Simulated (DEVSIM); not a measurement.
Structure: illuminated Si n-on-p cell, one wavelength, at 300 K.

```
layer (left to right)  material  thickness (μm)  Nd (cm⁻³)  Na (cm⁻³)  τn (s)  τp (s)  absorption coefficient (cm⁻¹)
---------------------  --------  --------------  ---------  ---------  ------  ------  -----------------------------
1                            Si           0.250       1e19          -  3.7e-8  6.7e-8                           2000
2                            Si            21.0          -     3.6e15  8.8e-7  8.8e-7                           2000
```

Left contact: ohmic, minority hole recombination velocity 2e5 cm/s. Right contact: ohmic, minority electron recombination velocity 100 cm/s. Voltage is applied to the left contact. Recombination: SRH at mid-gap, radiative, Auger. Light enters at the left, 3e16 photons cm⁻² s⁻¹, one pass, no reflection. Mobility is constant in doping.

Constants are typed, rounded textbook-type inputs, not results; the design itself was drawn at random and stands for no fabricated device. Values at 300 K.

| parameter | Si |
|---|---|
| gap (eV) | 1.124 |
| affinity (eV) | 4.05 |
| permittivity | 11.7 |
| Nc (cm⁻³) | 2.86e19 |
| Nv (cm⁻³) | 3.1e19 |
| μn (cm²/Vs) | 1417 |
| μp (cm²/Vs) | 470 |
| B (cm³/s) | 4.7e-15 |
| Cn (cm⁶/s) | 2.8e-31 |
| Cp (cm⁶/s) | 9.9e-32 |

Model (solved in DEVSIM): 1D drift-diffusion, Boltzmann statistics, complete ionisation; no tunnelling, impact ionisation, image-force lowering or self-heating.

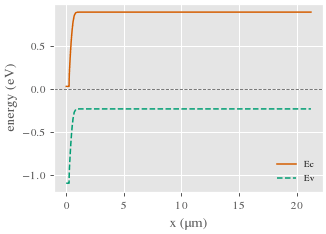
Figure: Band edges at zero bias, in the dark

Energies count from the Fermi level of the right contact; mesh points crowd at the junctions.

```csv
x (μm),Ec (eV),Ev (eV),n (cm⁻³),p (cm⁻³),field (V/cm)
0.000,0.027,-1.097,1.0e19,< 1e2,≈ 0
0.02238,0.027,-1.097,1.0e19,< 1e2,≈ 0
0.06452,0.027,-1.097,1.0e19,< 1e2,≈ 0
0.1300,0.027,-1.097,1.0e19,< 1e2,≈ 0
0.2117,0.027,-1.097,1.0e19,< 1e2,≈ 0
0.2409,0.027,-1.097,1.0e19,< 1e2,280
0.2606,0.136,-0.988,1.5e17,790,45000
0.3145,0.294,-0.830,3.4e14,350000,25000
0.4029,0.495,-0.629,1.4e11,8.3e8,20000
0.5943,0.781,-0.343,2200000,5.3e13,9600
0.9621,0.889,-0.235,34000,3.5e15,150
2.183,0.890,-0.234,32000,3.6e15,≈ 0
4.136,0.890,-0.234,32000,3.6e15,≈ 0
8.364,0.890,-0.234,32000,3.6e15,≈ 0
15.79,0.890,-0.234,32000,3.6e15,≈ 0
18.53,0.890,-0.234,32000,3.6e15,≈ 0
19.95,0.890,-0.234,32000,3.6e15,≈ 0
20.61,0.890,-0.234,32000,3.6e15,≈ 0
21.03,0.890,-0.234,32000,3.6e15,≈ 0
21.15,0.890,-0.234,32000,3.6e15,≈ 0
21.21,0.890,-0.234,32000,3.6e15,≈ 0
21.25,0.890,-0.234,32000,3.6e15,≈ 0
```
